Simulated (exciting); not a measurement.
Consider BaSO4, space group F-43m.

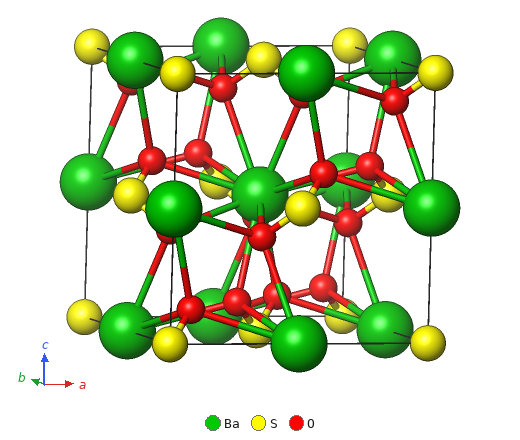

The structure (barium green, sulfur yellow, oxygen red). Bonds to atoms that aren't drawn are left out. Some periodic images of atoms are drawn too.

```
Ba S O
1.0
     0.00000    3.69878    3.69878
     3.69878    0.00000    3.69878
     3.69878    3.69878    0.00000
Ba S O
1 1 4
Direct
  0.50000 0.50000 0.50000
  0.00000 0.00000 0.00000
  0.88361 0.88361 0.88361
  0.34916 0.88361 0.88361
  0.88361 0.88361 0.34916
  0.88361 0.34916 0.88361
```

Absorber: atom 2, with 4 O at 1.49 Å (tetrahedral, site symmetry -43m). Method: exciting, all-electron LAPW+lo, LDA, exchange and screened direct term (singlet BSE), 3×3×3 shifted k points, 47 conduction bands, |G+q| up to 3 bohr⁻¹, full RPA screening with nempty = 77, Lorentzian half width 0.45 eV.

**Question.** What does the S K spectrum look like, and is there a bound core exciton?

Bound core exciton? Yes on this mesh: the first bright state (over 5 % of the brightest) lies at -0.86 eV from the Kohn–Sham onset and at -1.14 eV from the lowest bare transition of its own mesh; weaker or dark states reach down to -1.07 eV. Maxima (height): -0.9 eV (1.00) and 14.1 eV (0.12).

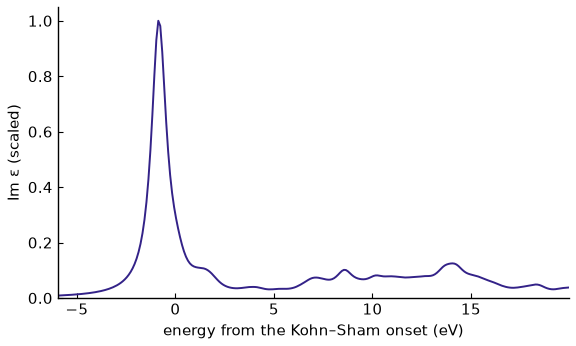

Energy from the Kohn–Sham onset, core level to the lowest empty state found on the meshes used; Im ε in relative units.

Binding energies aren't converged on 27 k points, and fine structure above the first lines is partly noise of the mesh. Exchange and the short-range direct term aren't converged in the kernel cutoff. The zero comes from the unshifted 3×3×3 ground-state mesh; it is exact only where the band minimum lies on that mesh. The structure is a Materials Project entry, computed there, and may be a hypothetical form.

[Banner, clock and machine lines of the logs are left out without a mark of their own.]

[Logs are printed without paths, hosts, clocks, repeated set-up lines and the standing remarks that a program may print on its own settings, such as how far it seeks lower states.]

[Hosts, paths, dates, database ids (printed as entryN), source tags and the programs' standing remarks are cut or masked in the printed files.]
